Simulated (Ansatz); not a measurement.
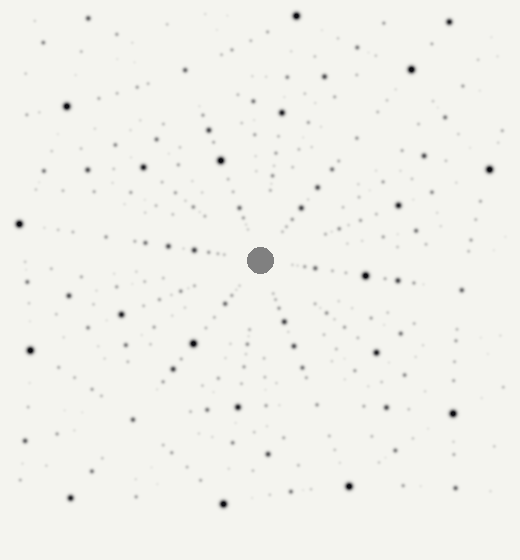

Simulated back-reflection Laue pattern (white X-rays, 0.45 to 2.2 Å, flat plate covering ±45° about the beam, kinematic intensities, seen from the source).

Which symmetry elements lie along the beam?

3m: a threefold axis with three mirror lines.

The crystal is Cd2O3, space group R-3c (No. 167), a = 5.582 Å, c = 13.363 Å (hexagonal axes). Structure: the end point of a relaxation (final pressure about 20 GPa) with Ansatz, DFT, PAW plane waves, pbe; the starting structure was generated, so it need not be a known form of this composition.

Which direction points towards the source?

[001] or one equivalent to it by a rotation of the Laue group. In Laue class -3m no other family of directions with a member of indices 0 and ±1 has this symmetry.
